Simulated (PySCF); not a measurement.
Run report: NF₃, geometry relaxation

The run: geometry relaxation of NF₃, SMILES FN(F)F. Method and program: HF/6-31G*, RHF (PySCF 2.14.0).

The geometry comes from this level: GFN2-xTB symmetrised. Figures and captions count atoms from 1; the log counts them from 0 in places.

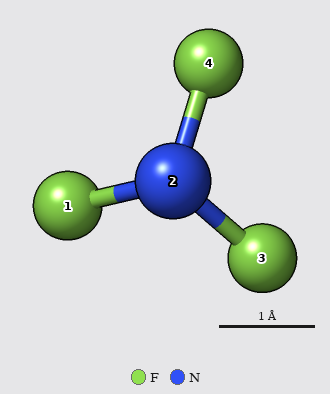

Fig. 1: The structure as given in the input (ball-and-stick view, seen at a tilt; atoms are numbered from 1 in the order of the input). Bond lengths as drawn: F–N 1.36 Å.

Key numbers:

```json
{"quantity": "outcome", "value": "converged"}
{"quantity": "total energy", "value": "−352.535691 hartree"}
{"quantity": "basis functions", "value": "56"}
{"quantity": "HOMO", "value": "−14.54 eV"}
{"quantity": "LUMO", "value": "8.12 eV"}
{"quantity": "zero-point energy", "value": "0.012792 hartree"}
{"quantity": "dipole moment", "value": "0.20 D"}
{"quantity": "wavenumbers, lowest and highest", "value": "581 and 1241 cm⁻¹"}
{"quantity": "hardware", "value": "1 thread of Intel Xeon (Sapphire Rapids), 16 GiB of memory available, shared host"}
{"quantity": "wall time", "value": "18 s"}
{"quantity": "peak memory", "value": "0.14 GiB"}
```

Remarks:

The record of the run, not the program, notes: symmetry number missed.

Input (calc.py):
```python
# FN(F)F
from pyscf import gto, scf, symm
from pyscf.hessian import thermo
from pyscf.geomopt.geometric_solver import kernel as optimise

molecule = gto.M(
    atom='''
F      1.226196    -0.011308     1.986535
N      0.690582    -0.143850    -0.519809
F     -1.152948    -1.927160    -0.637790
F     -0.582468     2.044141    -0.965518
''',
    basis='6-31g*',
    verbose=3,
    unit='bohr',
    spin=0,
    max_memory=1860,
)

calc0 = scf.RHF(molecule)
calc0.conv_tol = 1e-10
converged, mol_eq = optimise(calc0, maxsteps=80)
print('converged:', converged)
print(mol_eq.tostring())

calc0.reset(mol_eq)
molecule = mol_eq
calc0.kernel()
energy = calc0.e_tot
print('E(%s) = %.9f' % ('HF', energy))
hess = calc0.Hessian().kernel()
modes = thermo.harmonic_analysis(molecule, hess)
thermo.dump_normal_mode(molecule, modes)
symm.geom.TOLERANCE = 1e-3  # for the symmetry number
th = thermo.thermo(calc0, modes['freq_au'], 298.15, 101325)
thermo.dump_thermo(molecule, th)
```

Launched with:
```bash
OMP_NUM_THREADS=1 python calc.py
```

Log:
```
#|     Arguments passed to driver run_optimizer():      |#
customengine              <pyscf.geomopt.geometric_solver.PySCFEngine object>
maxiter                   80
----------------------------------------------------------
Custom engine selected.
Bonds will be generated from interatomic distances less than 1.20 times sum of covalent radii
12 internal coordinates being used (instead of 12 Cartesians)
Internal coordinate system (atoms numbered from 1):
Distance 1-2
Distance 2-3
Distance 2-4
Angle 1-2-3
Angle 1-2-4
Angle 3-2-4
Translation-X 1-4
Translation-Y 1-4
Translation-Z 1-4
Rotation-A 1-4
Rotation-B 1-4
Rotation-C 1-4
<class 'geometric.internal.Distance'> : 3
<class 'geometric.internal.Angle'> : 3
<class 'geometric.internal.TranslationX'> : 1
<class 'geometric.internal.TranslationY'> : 1
<class 'geometric.internal.TranslationZ'> : 1
<class 'geometric.internal.RotationA'> : 1
<class 'geometric.internal.RotationB'> : 1
<class 'geometric.internal.RotationC'> : 1
> ===== Optimization Info: ====
> Job type: Energy minimization
> Maximum number of optimization cycles: 80
> Initial / maximum trust radius (Angstrom): 0.100 / 0.300
> Convergence Criteria:
> Will converge when all 5 criteria are reached:
>  |Delta-E| < 1.00e-06
>  RMS-Grad  < 3.00e-04
>  Max-Grad  < 4.50e-04
>  RMS-Disp  < 1.20e-03
>  Max-Disp  < 1.80e-03
> === End Optimization Info ===

Geometry optimization cycle 1
Cartesian coordinates (Angstrom)
 Atom        New coordinates             dX        dY        dZ
   F   0.648875  -0.005984   1.051229    0.000000  0.000000  0.000000
   N   0.365440  -0.076122  -0.275071    0.000000  0.000000  0.000000
   F  -0.610114  -1.019809  -0.337504    0.000000  0.000000  0.000000
   F  -0.308229   1.081713  -0.510930    0.000000  0.000000  0.000000
converged SCF energy = -352.532401681525
--------------- RHF_Scanner gradients ---------------
         x                y                z
0 F     0.0126559357     0.0009253501     0.0303896361
1 N     0.0207393910    -0.0050549747    -0.0144266952
2 F    -0.0204503852    -0.0255662221    -0.0057912416
3 F    -0.0129449415     0.0296958467    -0.0101716993
----------------------------------------------
cycle 1: E = -352.532401682  dE = -352.532  norm(grad) = 0.0632979
Step    0 : Gradient = 3.165e-02/3.395e-02 (rms/max) Energy = -352.5324016815
Hessian Eigenvalues: 5.00000e-02 5.00000e-02 5.00000e-02 ... 5.29147e-01 5.32049e-01 5.33416e-01

Geometry optimization cycle 2
Cartesian coordinates (Angstrom)
 Atom        New coordinates             dX        dY        dZ
   F   0.608446  -0.004068   1.012992   -0.040429  0.001916 -0.038237
   N   0.386451  -0.079824  -0.292045    0.021011 -0.003702 -0.016974
   F  -0.593716  -0.972926  -0.313239    0.016398  0.046883  0.024265
   F  -0.305208   1.036616  -0.479984    0.003021 -0.045097  0.030946
converged SCF energy = -352.533715101356
--------------- RHF_Scanner gradients ---------------
         x                y                z
0 F    -0.0162178578     0.0017677836    -0.0049937466
1 N     0.0240525623    -0.0051267012    -0.0179493467
2 F    -0.0021483011     0.0129206024     0.0106522239
3 F    -0.0056864035    -0.0095616848     0.0122908695
----------------------------------------------
cycle 2: E = -352.533715101  dE = -0.00131342  norm(grad) = 0.0421654
Step    1 : Displace = 4.975e-02/5.568e-02 (rms/max) Trust = 1.000e-01 (=) Grad = 2.108e-02/3.045e-02 (rms/max) E (change) = -352.5337151014 (-1.313e-03) Quality = 0.325
Hessian Eigenvalues: 5.00000e-02 5.00000e-02 5.00000e-02 ... 5.30229e-01 5.32780e-01 7.49282e-01

Geometry optimization cycle 3
Cartesian coordinates (Angstrom)
 Atom        New coordinates             dX        dY        dZ
   F   0.633014  -0.006591   1.022548    0.024568 -0.002523  0.009556
   N   0.353247  -0.072911  -0.267018   -0.033204  0.006913  0.025026
   F  -0.592196  -0.993749  -0.329156    0.001520 -0.020822 -0.015917
   F  -0.298092   1.053048  -0.498650    0.007116  0.016432 -0.018666
converged SCF energy = -352.535485299226
--------------- RHF_Scanner gradients ---------------
         x                y                z
0 F     0.0023766130    -0.0008185379    -0.0051619565
1 N    -0.0120484526     0.0025186527     0.0090440891
2 F     0.0051656697     0.0013727270    -0.0020932049
3 F     0.0045061699    -0.0030728418    -0.0017889278
----------------------------------------------
cycle 3: E = -352.535485299  dE = -0.0017702  norm(grad) = 0.0182254
Step    2 : Displace = 3.097e-02/4.215e-02 (rms/max) Trust = 1.000e-01 (=) Grad = 9.113e-03/1.527e-02 (rms/max) E (change) = -352.5354852992 (-1.770e-03) Quality = 0.730
Hessian Eigenvalues: 5.00000e-02 5.00000e-02 5.00000e-02 ... 5.30317e-01 5.32805e-01 7.55805e-01

Geometry optimization cycle 4
Cartesian coordinates (Angstrom)
 Atom        New coordinates             dX        dY        dZ
   F   0.630353  -0.005695   1.025465   -0.002660  0.000895  0.002917
   N   0.362903  -0.075059  -0.274030    0.009656 -0.002148 -0.007011
   F  -0.595795  -0.993311  -0.327263   -0.003599  0.000438  0.001893
   F  -0.301488   1.053863  -0.496448   -0.003396  0.000815  0.002202
converged SCF energy = -352.535680616127
--------------- RHF_Scanner gradients ---------------
         x                y                z
0 F     0.0004512253     0.0001679926     0.0018898112
1 N     0.0020509590    -0.0005235252    -0.0013802735
2 F    -0.0014564505    -0.0012892137    -0.0001784239
3 F    -0.0010457338     0.0016447463    -0.0003311138
----------------------------------------------
cycle 4: E = -352.535680616  dE = -0.000195317  norm(grad) = 0.00423231
Step    3 : Displace = 7.021e-03/1.212e-02 (rms/max) Trust = 1.000e-01 (=) Grad = 2.116e-03/2.527e-03 (rms/max) E (change) = -352.5356806161 (-1.953e-04) Quality = 0.819
Hessian Eigenvalues: 5.00000e-02 5.00000e-02 5.00000e-02 ... 5.30532e-01 5.32891e-01 6.94570e-01

Geometry optimization cycle 5
Cartesian coordinates (Angstrom)
 Atom        New coordinates             dX        dY        dZ
   F   0.629448  -0.005957   1.023923   -0.000905 -0.000262 -0.001541
   N   0.362056  -0.074742  -0.273653   -0.000847  0.000317  0.000377
   F  -0.594690  -0.992250  -0.326601    0.001105  0.001061  0.000662
   F  -0.300842   1.052747  -0.495945    0.000647 -0.001116  0.000503
converged SCF energy = -352.535690915919
--------------- RHF_Scanner gradients ---------------
         x                y                z
0 F    -0.0001517090    -0.0000356166    -0.0001314748
1 N     0.0000491459     0.0000056413    -0.0000709791
2 F     0.0000798710     0.0000978805     0.0001249642
3 F     0.0000226921    -0.0000679053     0.0000774897
----------------------------------------------
cycle 5: E = -352.535690916  dE = -1.02998e-05  norm(grad) = 0.000302922
Step    4 : Displace = 1.494e-03/1.806e-03 (rms/max) Trust = 1.414e-01 (+) Grad = 1.515e-04/2.039e-04 (rms/max) E (change) = -352.5356909159 (-1.030e-05) Quality = 0.943
Hessian Eigenvalues: 5.00000e-02 5.00000e-02 5.00000e-02 ... 5.31258e-01 5.33554e-01 7.54574e-01

Geometry optimization cycle 6
Cartesian coordinates (Angstrom)
 Atom        New coordinates             dX        dY        dZ
   F   0.629767  -0.005795   1.024142    0.000318  0.000162  0.000219
   N   0.361985  -0.074803  -0.273450   -0.000071 -0.000061  0.000203
   F  -0.594873  -0.992276  -0.326938   -0.000183 -0.000026 -0.000337
   F  -0.300905   1.052672  -0.496030   -0.000064 -0.000075 -0.000085
converged SCF energy = -352.535691020013
--------------- RHF_Scanner gradients ---------------
         x                y                z
0 F     0.0000354276     0.0000342955     0.0000026569
1 N    -0.0000047501    -0.0000218430     0.0000469808
2 F    -0.0000192795     0.0000340970    -0.0000532894
3 F    -0.0000113980    -0.0000465495     0.0000036517
----------------------------------------------
cycle 6: E = -352.53569102  dE = -1.04094e-07  norm(grad) = 0.000108763
```

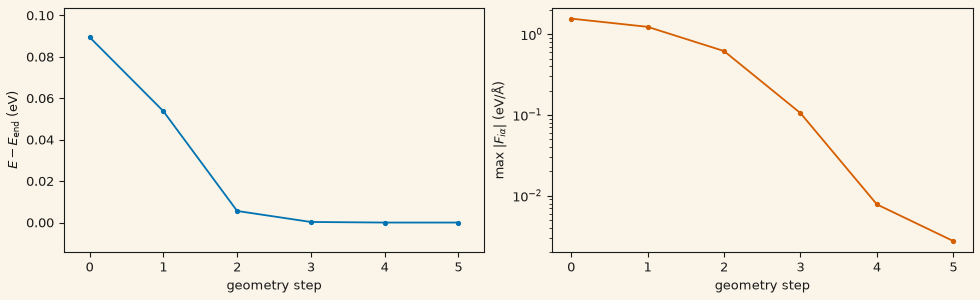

Fig. 2: Progress of the relaxation, step by step (steps are counted from 0).

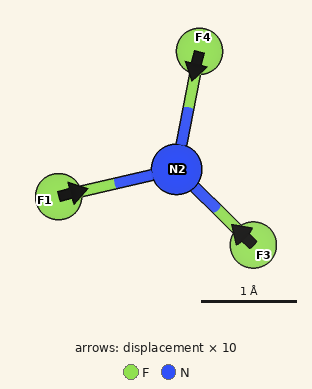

Fig. 3: The starting structure with the displacements as black arrows, magnified 10 times (ball-and-stick view, seen on its broad side). The two geometries are laid on each other by the best rigid fit. After 5 geometry steps the energy has fallen by 0.090 eV. The largest force component goes from 1.6 to 0.0027 eV/Å. The largest moves after the best rigid fit, 0.033 Å, are those of F1, F3 and F4. By element the largest moves are F 0.033 Å, N 0.004 Å. Among the contacts that change: F1–N2 1.358 → 1.327 Å. (Atoms are counted from 1 in the order of the input.)

```
Step    5 : Displace = 3.123e-04/4.191e-04 (rms/max) Trust = 2.000e-01 (+) Grad = 5.438e-05/6.614e-05 (rms/max) E (change) = -352.5356910200 (-1.041e-07) Quality = 0.674
Hessian Eigenvalues: 5.00000e-02 5.00000e-02 5.00000e-02 ... 5.31258e-01 5.33554e-01 7.54574e-01
Converged! =D

converged: True
F           0.62976675       -0.00579522        1.02414208
N           0.36198462       -0.07480344       -0.27345019
F          -0.59487332       -0.99227612       -0.32693803
F          -0.30090541        1.05267238       -0.49602993
converged SCF energy = -352.535691020016
E(HF) = -352.535691020
Mode                                 0                   1                   2
Irrep
Freq [cm^-1]                      580.7995            580.9954            757.7023
Reduced mass [au]                  18.5782             18.5783             17.9401
Force const [Dyne/A]                3.6924              3.6949              6.0684
Char temp [K]                     835.6412            835.9230           1090.1649
Normal mode                   x     y     z       x     y     z       x     y     z
       0   F                 0.04  0.13  0.01    0.07 -0.05  0.08   -0.09  0.01 -0.08
       1   N                 0.00 -0.06  0.02    0.04  0.02  0.05    0.09 -0.02 -0.06
       2   F                -0.07 -0.01 -0.11   -0.02  0.12 -0.04    0.03  0.10  0.05
       3   F                 0.02 -0.08  0.08   -0.08 -0.09 -0.08   -0.00 -0.10  0.07
Mode                                 3                   4                   5
Irrep
Freq [cm^-1]                     1227.4310           1227.4376           1240.5749
Reduced mass [au]                  15.3242             15.3244             15.4829
Force const [Dyne/A]               13.6026             13.6029             14.0394
Char temp [K]                    1766.0000           1766.0095           1784.9110
Normal mode                   x     y     z       x     y     z       x     y     z
       0   F                -0.02 -0.01 -0.10    0.00 -0.01  0.02   -0.01  0.01  0.08
       1   N                 0.13  0.04  0.17    0.00  0.21 -0.06    0.17 -0.03 -0.13
       2   F                -0.06 -0.04 -0.01   -0.05 -0.06  0.01   -0.07 -0.04  0.01
       3   F                -0.03  0.02 -0.01    0.05 -0.09  0.01   -0.05  0.06  0.00
temperature 298.1500 [K]
pressure 101325.00 [Pa]
Rotational constants [GHz] 11.35702 11.35285 6.18988
Symmetry number 1
Zero-point energy (ZPE) 0.01279 [Eh]   33584.804 [J/mol]
                           tot       elec      trans        rot        vib
Entropy [J/mol/K]       265.818      0.000    161.909     98.383      5.526
Cv [J/mol/K]             39.266      0.000     12.472     12.472     14.323
Cp [J/mol/K]             47.581      0.000     20.786     12.472     14.323
Internal energy [J/mol]                      3718.434   3718.434  34838.058
Internal energy [Eh]   -352.51959  -352.53569
Enthalpy [J/mol]                             6197.391   3718.434  34838.058
Enthalpy [Eh]          -352.51865
Gibbs free energy [J/mol]                  -42075.787 -25614.352  33190.408
Gibbs free energy [Eh] -352.54883
```

Trajectory as extended XYZ (Å, eV, eV/Å), 6 frames, from step=0 to step=5:
```
4
Properties=species:S:1:pos:R:3:forces:R:3 step=0 energy=-9592.89535
F     0.6489   -0.0060    1.0512   -0.6508  -0.0476  -1.5627
N     0.3654   -0.0761   -0.2751   -1.0665   0.2599   0.7419
F    -0.6101   -1.0198   -0.3375    1.0516   1.3147   0.2978
F    -0.3082    1.0817   -0.5109    0.6657  -1.5270   0.5231
4
Properties=species:S:1:pos:R:3:forces:R:3 step=1 energy=-9592.93109
F     0.6084   -0.0041    1.0130    0.8340  -0.0909   0.2568
N     0.3865   -0.0798   -0.2920   -1.2368   0.2636   0.9230
F    -0.5937   -0.9729   -0.3132    0.1105  -0.6644  -0.5478
F    -0.3052    1.0366   -0.4800    0.2924   0.4917  -0.6320
4
Properties=species:S:1:pos:R:3:forces:R:3 step=2 energy=-9592.97926
F     0.6330   -0.0066    1.0225   -0.1222   0.0421   0.2654
N     0.3532   -0.0729   -0.2670    0.6196  -0.1295  -0.4651
F    -0.5922   -0.9937   -0.3292   -0.2656  -0.0706   0.1076
F    -0.2981    1.0530   -0.4986   -0.2317   0.1580   0.0920
4
Properties=species:S:1:pos:R:3:forces:R:3 step=3 energy=-9592.98457
F     0.6304   -0.0057    1.0255   -0.0232  -0.0086  -0.0972
N     0.3629   -0.0751   -0.2740   -0.1055   0.0269   0.0710
F    -0.5958   -0.9933   -0.3273    0.0749   0.0663   0.0092
F    -0.3015    1.0539   -0.4964    0.0538  -0.0846   0.0170
4
Properties=species:S:1:pos:R:3:forces:R:3 step=4 energy=-9592.98485
F     0.6294   -0.0060    1.0239    0.0078   0.0018   0.0068
N     0.3621   -0.0747   -0.2737   -0.0025  -0.0003   0.0037
F    -0.5947   -0.9922   -0.3266   -0.0041  -0.0050  -0.0064
F    -0.3008    1.0527   -0.4959   -0.0012   0.0035  -0.0040
4
Properties=species:S:1:pos:R:3:forces:R:3 step=5 energy=-9592.98485
F     0.6298   -0.0058    1.0241   -0.0018  -0.0018  -0.0001
N     0.3620   -0.0748   -0.2735    0.0002   0.0011  -0.0024
F    -0.5949   -0.9923   -0.3269    0.0010  -0.0018   0.0027
F    -0.3009    1.0527   -0.4960    0.0006   0.0024  -0.0002
```

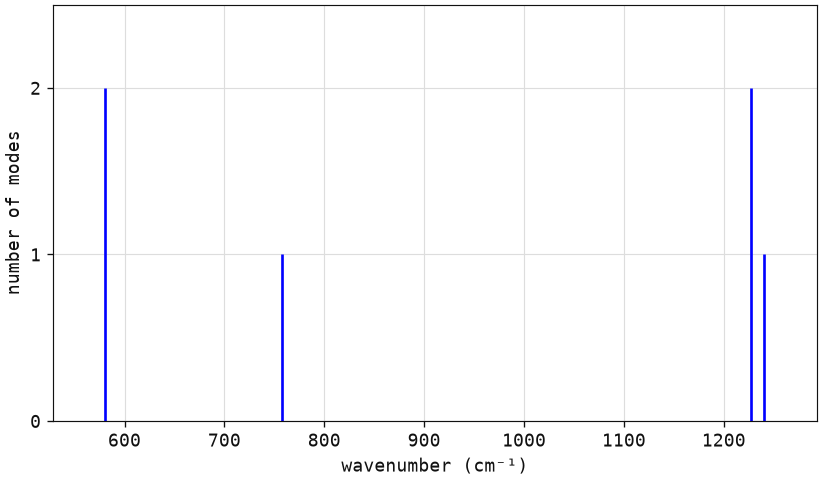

Fig. 4: Harmonic vibrational wavenumbers from the force constants; neighbouring modes closer than 3 cm⁻¹ are counted in one stick. 6 modes from 581 to 1241 cm⁻¹, none imaginary.

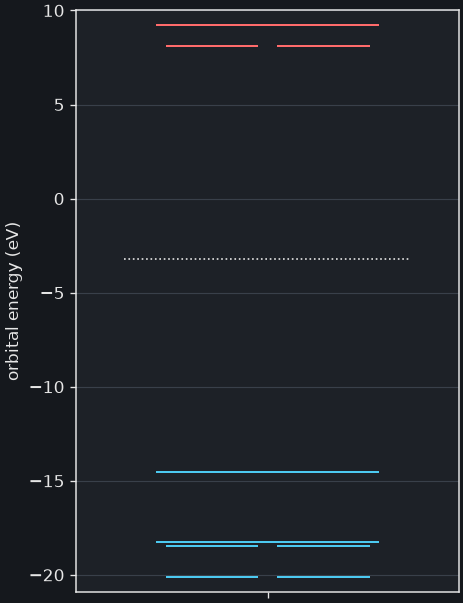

Fig. 5: Orbital energies near the frontier; the dotted line parts filled from empty levels, and levels within 0.02 eV of each other stand side by side. Highest filled −14.54 eV, lowest empty 8.12 eV, 22.66 eV apart.
